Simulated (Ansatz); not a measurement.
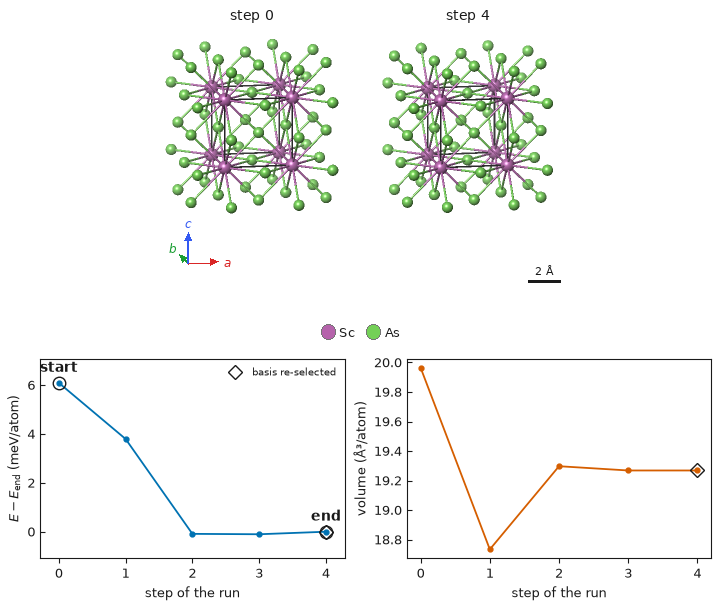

First and last geometry of a relaxation of crystalline ScAs₃ (built on the Cu3Au (L1_2)_221 type), with the history of the run. A ball-and-stick model of the cell of the calculation, seen slightly off an axis.

Case: Cu3Au (L1_2) type (Pm-3m, No. 221).

Computed with Ansatz 0.2.0, DFT PBE, scalar-relativistic, plane waves, PAW.

Input
```yaml
crystal:
  lattice:
    - [4.3062783142, 0.0, 0.0]
    - [0.0, 4.3062783142, 0.0]
    - [0.0, 0.0, 4.3062783142]
  atoms:
    - { symbol: Sc, position: [0.0, 0.0, 0.0] }
    - { symbol: As, position: [0.0, 0.5, 0.5] }
    - { symbol: As, position: [0.5, 0.0, 0.5] }
    - { symbol: As, position: [0.5, 0.5, 0.0] }
basis:
  ecutwfc: 420
kpoints:
  mp_grid: { grid: [12, 12, 12] }
hamiltonian:
  xc: pbe
scf:
  occupations: { method: gaussian, width: 0.1 }
output:
  forces: true
  stress: true
  eigenvalues: true
relax:
  adjacent_minimum: "off"
  f_tol: 0.01
  max_steps: 80
  cell: { stress_tol: 0.05 }
```

Command:
```bash
ansatz run input.yaml --threads 1 --pin off --max-ram 2560MiB --backend cpu --events-out ev --progress --plain --runs-dir out
```

Read the history and describe the run.

Answer. It converged. The atoms keep their places relative to the cell (all moves are under 0.005 Å). The volume changes by −3.5 %, with a = b = c 4.306 → 4.256 Å (−1.2 %). Some distances before and after: Sc1–As2 3.045 → 3.009 Å. The space group stays Pm-3m (No. 221). Over 3 accepted moves (4 points after the start) the energy falls by 6.1 meV per atom. All forces vanish by symmetry, so only the cell relaxes. The pressure goes from −2.72 to 0.00 GPa. The SCF was repeated once at an unchanged geometry on a basis and grid sized afresh for the cell, which shifted the energy by 0.1 meV per atom at most. The run took 68 s on 1 thread of Arm Neoverse V1 (shared host), peak memory 0.46 GiB.

| step | E − E(0), meV/atom | pressure, GPa | volume, Å³/atom | note |
| --- | --- | --- | --- | --- |
| 0 | 0.00 | -2.72 | 19.964 |  |
| 1 | -2.29 | 2.45 | 18.734 |  |
| 2 | -6.17 | -0.12 | 19.297 |  |
| 3 | -6.19 | 0.00 | 19.268 |  |
| 4 | -6.09 | 0.00 | 19.268 | same geometry, new basis |
